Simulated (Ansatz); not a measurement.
**C2H4ClSi (SMILES C=C[SiH]Cl): levels of theory compared**

Aim: a comparison of 4 runs (UHF/STO-3G, UHF/def2-SVP, UB3LYP/6-31G*) of C2H4ClSi. 

The results are computed with Ansatz 0.2.0.

1 further run of the same task is left out (it didn't finish).

## (1) The system as given

The species is C2H4ClSi (8 atoms), meant as a doublet with charge 0. As SMILES, `C=C[SiH]Cl`. The coordinates come from a PBE0-D4/def2-TZVP relaxation.

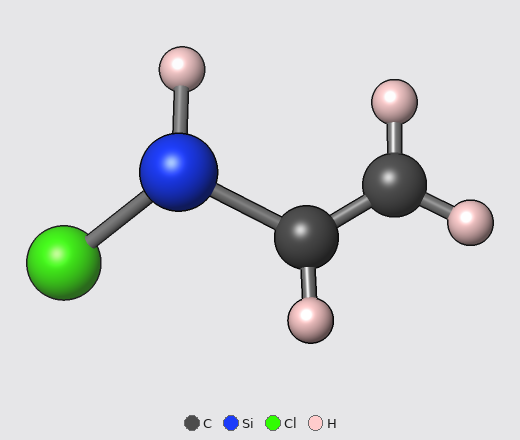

The structure, seen from a chosen angle (carbon dark grey, silicon blue, chlorine green, hydrogen pink).

## (2) Energy and forces at UHF/STO-3G (run 1)

File in.yaml:

```yaml
basis:
  gaussian: {orbitals: STO-3G}
crystal:
  periodic: [false, false, false]
  atoms:
    - {symbol: C, position_ang: [0.647000, 1.027000, -0.659700]}
    - {symbol: C, position_ang: [0.628500, -0.066700, 0.105400]}
    - {symbol: Si, position_ang: [-0.903600, -0.642600, 0.947100]}
    - {symbol: Cl, position_ang: [-1.031600, -2.697900, 0.941300]}
    - {symbol: H, position_ang: [-0.256900, 1.588200, -0.880600]}
    - {symbol: H, position_ang: [1.563900, 1.404900, -1.102500]}
    - {symbol: H, position_ang: [1.561300, -0.591000, 0.301600]}
    - {symbol: H, position_ang: [-2.116300, -0.079100, 0.291500]}
magnetization: {spin_polarized: true, initial_magnetization: 1}
hamiltonian: {xc: hf}
accuracy: high
output: {forces: true, orbitals: {seedname: orbitals}}
```

Run with:

```sh
ansatz run in.yaml --threads 1 --pin off --max-ram 2610MiB --events-out events.jsonl --progress --plain --runs-dir runs
```

The program printed:

```text
Warning: RAYON_NUM_THREADS=1 ignored (pool sized by the plan → 1); use --threads N
Functional definition: HF
  name "HF"
  exchange = exact_x
  correlation = 0
622 factors; integrals over basis functions are off by at most 4.1e-9 eV
mean field evaluation 1: about -22238.1416 eV, gradient 1.1e1 eV
mean field evaluation 2: about -22238.2318 eV, gradient 1.1e1 eV
mean field evaluation 4: about -22239.6711 eV, gradient 1.3e0 eV
mean field evaluation 8: about -22239.7330 eV, gradient 7.5e-1 eV
mean field evaluation 16: about -22239.9112 eV, gradient 2.2e-7 eV
mean field -22239.91121057 eV, -817.3016622354 hartree, gradient 6.8e-8 eV, S^2 1.046321; 0 other end points of the search recorded, 0 dependent functions left out
the calculation of the forces begins
reference -22239.91121057 eV, -817.3016622354 hartree; 24, 23 occupied and 8, 9 virtual orbitals, 622 factors
Total energy: -22239.91121057 eV, -817.3016622354 hartree
Atom 0 at     0.647000     1.027000    -0.659700 Å, force     0.170552     1.261896    -0.837774 eV/Å
Atom 1 at     0.628500    -0.066700     0.105400 Å, force    -0.407290    -1.561456     0.925957 eV/Å
Atom 2 at    -0.903600    -0.642600     0.947100 Å, force    -0.865941     1.771621    -0.484546 eV/Å
Atom 3 at    -1.031600    -2.697900     0.941300 Å, force    -0.052621    -0.906867    -0.096246 eV/Å
Atom 4 at    -0.256900     1.588200    -0.880600 Å, force     0.205127    -0.007667    -0.008100 eV/Å
Atom 5 at     1.563900     1.404900    -1.102500 Å, force    -0.172801     0.021652     0.008652 eV/Å
Atom 6 at     1.561300    -0.591000     0.301600 Å, force    -0.183665     0.151631    -0.065547 eV/Å
Atom 7 at    -2.116300    -0.079100     0.291500 Å, force     1.306639    -0.730812     0.557604 eV/Å
Dipole moment:     0.076413     0.644355     0.098294 e Å
```

Run time: 1.5 s. Hardware: 1 thread of Intel Xeon Platinum 8259CL at 2.50GHz (Skylake/Cascade Lake), shared host; peak memory 0.12 GiB.

## (3) Energy and forces at UHF/def2-SVP (run 2)

File job.yaml:

```yaml
basis:
  gaussian: {orbitals: def2-SVP}
crystal:
  periodic: [false, false, false]
  atoms:
    - {symbol: C, position_ang: [0.647000, 1.027000, -0.659700]}
    - {symbol: C, position_ang: [0.628500, -0.066700, 0.105400]}
    - {symbol: Si, position_ang: [-0.903600, -0.642600, 0.947100]}
    - {symbol: Cl, position_ang: [-1.031600, -2.697900, 0.941300]}
    - {symbol: H, position_ang: [-0.256900, 1.588200, -0.880600]}
    - {symbol: H, position_ang: [1.563900, 1.404900, -1.102500]}
    - {symbol: H, position_ang: [1.561300, -0.591000, 0.301600]}
    - {symbol: H, position_ang: [-2.116300, -0.079100, 0.291500]}
accuracy: high
hamiltonian: {xc: hf}
magnetization: {spin_polarized: true, initial_magnetization: 1}
output: {forces: true, orbitals: {seedname: orbitals}}
```

Run with:

```sh
ansatz run job.yaml --threads 1 --pin off --max-ram 2610MiB --events-out events.jsonl --progress --plain --runs-dir runs
```

The program printed, shortened:

```text
Warning: RAYON_NUM_THREADS=1 ignored (pool sized by the plan → 1); use --threads N
Functional definition: HF
  name "HF"
[...]
1845 factors; integrals over basis functions are off by at most 4.0e-9 eV
[...]
mean field -22481.95304859 eV, -826.1965357207 hartree, gradient 4.9e-8 eV, S^2 0.876284; 1 other end points of the search recorded, 0 dependent functions left out
[...]
reference -22481.95304859 eV, -826.1965357207 hartree; 24, 23 occupied and 60, 61 virtual orbitals, 1845 factors
Total energy: -22481.95304859 eV, -826.1965357207 hartree
Atom 0 at     0.647000     1.027000    -0.659700 Å, force     0.112601     0.535769    -0.383813 eV/Å
Atom 1 at     0.628500    -0.066700     0.105400 Å, force     0.145726    -0.409651     0.241544 eV/Å
Atom 2 at    -0.903600    -0.642600     0.947100 Å, force    -0.391436     0.361731     0.040775 eV/Å
Atom 3 at    -1.031600    -2.697900     0.941300 Å, force    -0.020158    -0.467529     0.029085 eV/Å
Atom 4 at    -0.256900     1.588200    -0.880600 Å, force     0.073348    -0.008613    -0.005058 eV/Å
Atom 5 at     1.563900     1.404900    -1.102500 Å, force    -0.059487    -0.001891     0.015532 eV/Å
Atom 6 at     1.561300    -0.591000     0.301600 Å, force    -0.024261     0.049354    -0.037631 eV/Å
Atom 7 at    -2.116300    -0.079100     0.291500 Å, force     0.163668    -0.059169     0.099566 eV/Å
Dipole moment:     0.161568     0.419945    -0.088645 e Å
```

It took 11 s on 1 thread of Intel Xeon Platinum 8259CL at 2.50GHz (Skylake/Cascade Lake), shared host; peak memory 0.33 GiB.

Run 3 isn't shown in full; the table further down has it.

## (4) Energy and forces at UB3LYP/6-31G(d) (Cartesian functions) (run 4)

File run.yaml:

```yaml
crystal:
  periodic: [false, false, false]
  atoms:
    - {symbol: C, position_ang: [0.647000, 1.027000, -0.659700]}
    - {symbol: C, position_ang: [0.628500, -0.066700, 0.105400]}
    - {symbol: Si, position_ang: [-0.903600, -0.642600, 0.947100]}
    - {symbol: Cl, position_ang: [-1.031600, -2.697900, 0.941300]}
    - {symbol: H, position_ang: [-0.256900, 1.588200, -0.880600]}
    - {symbol: H, position_ang: [1.563900, 1.404900, -1.102500]}
    - {symbol: H, position_ang: [1.561300, -0.591000, 0.301600]}
    - {symbol: H, position_ang: [-2.116300, -0.079100, 0.291500]}
basis:
  gaussian:
    orbitals: "6-31G*"
magnetization:
  spin_polarized: true
  initial_magnetization: 1
hamiltonian:
  xc: {name: B3LYP}
accuracy: high
output: {forces: true, orbitals: {seedname: orbitals}}
```

Run with:

```sh
ansatz run run.yaml --threads 1 --pin off --max-ram 2610MiB --events-out events.jsonl --progress --plain --runs-dir runs
```

The program printed, shortened:

```text
Warning: RAYON_NUM_THREADS=1 ignored (pool sized by the plan → 1); use --threads N
Functional definition: B3LYP
  name "B3LYP"
[...]
1662 factors; integrals over basis functions are off by at most 5.9e-9 eV
[...]
mean field -22538.83615561 eV, -828.2869513469 hartree, gradient 6.6e-8 eV, S^2 0.755348; 0 other end points of the search recorded, 0 dependent functions left out
[...]
reference -22538.83619324 eV, -828.2869527297 hartree; 24, 23 occupied and 52, 53 virtual orbitals, 1662 factors
Total energy: -22538.83619324 eV, -828.2869527297 hartree
Atom 0 at     0.647000     1.027000    -0.659700 Å, force     0.019518     0.350304    -0.248227 eV/Å
Atom 1 at     0.628500    -0.066700     0.105400 Å, force     0.100853    -0.319754     0.163279 eV/Å
Atom 2 at    -0.903600    -0.642600     0.947100 Å, force    -0.124942     0.411572     0.212377 eV/Å
Atom 3 at    -1.031600    -2.697900     0.941300 Å, force    -0.062396    -0.570048    -0.003313 eV/Å
Atom 4 at    -0.256900     1.588200    -0.880600 Å, force    -0.039452     0.077767    -0.043584 eV/Å
Atom 5 at     1.563900     1.404900    -1.102500 Å, force     0.063170     0.065330    -0.059883 eV/Å
Atom 6 at     1.561300    -0.591000     0.301600 Å, force     0.083433    -0.031064     0.022965 eV/Å
Atom 7 at    -2.116300    -0.079100     0.291500 Å, force    -0.040184     0.015892    -0.043615 eV/Å
Dipole moment:     0.182646     0.422522    -0.134851 e Å
```

It took 17 s on 1 thread of Intel Xeon Platinum 8259CL at 2.50GHz (Skylake/Cascade Lake), shared host; peak memory 0.38 GiB.

## (5) All runs side by side

```csv
run,level,Cartesian functions,energy (Eh),dipole moment (D),HOMO energy (eV),LUMO energy (eV),wall time
1,UHF/STO-3G,no,-817.301662,3.15,-7.11,5.00,1.5 s
2,UHF/def2-SVP,no,-826.196536,2.20,-8.79,1.43,11 s
3,UB3LYP/6-31G* (spherical functions),no,-828.280342,2.31,-5.64,-2.84,17 s
4,UB3LYP/6-31G* (Cartesian functions),yes,-828.286953,2.30,-5.64,-2.84,17 s
```

## (6) Outcome

| quantity | value |
| --- | --- |
| run 4: total energy | -828.28695 Eh |
| run 4: dipole moment | 2.30 D |
| run 4: HOMO energy (highest over α and β) | -5.64 eV |
| run 4: LUMO energy (lowest over α and β) | -2.84 eV |
| run 4: ⟨S²⟩ | 0.755 |
| run 4: largest force on an atom | 0.573 eV/Å |

What this shows: The dipole moment (its size) runs from 2.20 D (UHF/def2-SVP) to 3.15 D (UHF/STO-3G). In run 1 the basis is minimal, so the values are rough. Spin contamination of the reference: run 1 ⟨S²⟩ = 1.05, run 2 ⟨S²⟩ = 0.88. All runs together took 47 s, the longest 17 s.
